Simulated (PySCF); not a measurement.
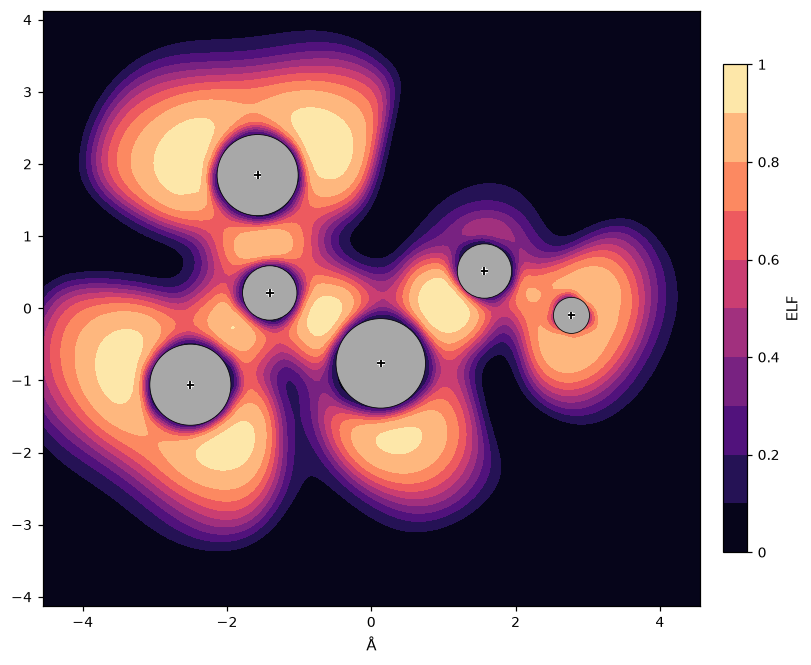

The electron localisation function on a plane through atoms (crosses mark nuclei in the plane; grey discs cover the cores).

Theory: PBE0/pcSseg-1, SCF density, gas phase, non-relativistic in PySCF.

Candidates:
A. C3F6PS2 (SMILES FC(F)(F)P(C(=S)[S-])C(F)(F)F) (charge −1)
B. C4H3ClO2S2 (SMILES O=S(=O)(Cl)c1cccs1)
C. C5H9NO (SMILES CC(C)(C)N=C=O)

Which system is this?

Answer. Candidate A: C3F6PS2 on the plane of atoms S7, C6 and S8, which holds C, F, P and S. C–F (1.35 Å): the ELF peaks at about 0.85 between the atoms, as expected for a polar covalent bond. C–S (1.64 Å): the ELF peaks at about 0.90 between the atoms: a covalent bond.
